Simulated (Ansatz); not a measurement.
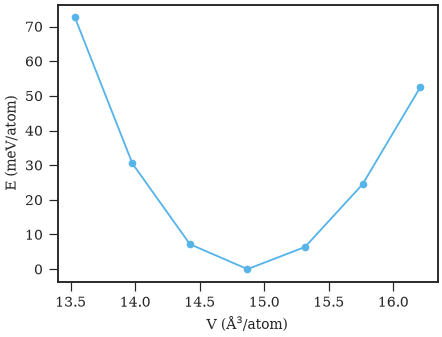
Figure. BaZrO₃ (cubic perovskite, Pm-3m) under volume change, the program Ansatz at the r²SCAN level (PAW), scaled uniformly.

Problem. What does a third-order Birch–Murnaghan fit give for V₀, B₀ and B′?

Solution. V₀ = 14.87 Å³/atom, B₀ = 163 GPa, B′ = 4.4.

The cell was relaxed with r²SCAN under the symmetry of its start; phonons on a q-mesh show weakly imaginary modes. The run is not spin-polarised. Spin–orbit coupling is left out wherever it is not named.

Potentials: the later of the program's two PAW sets.
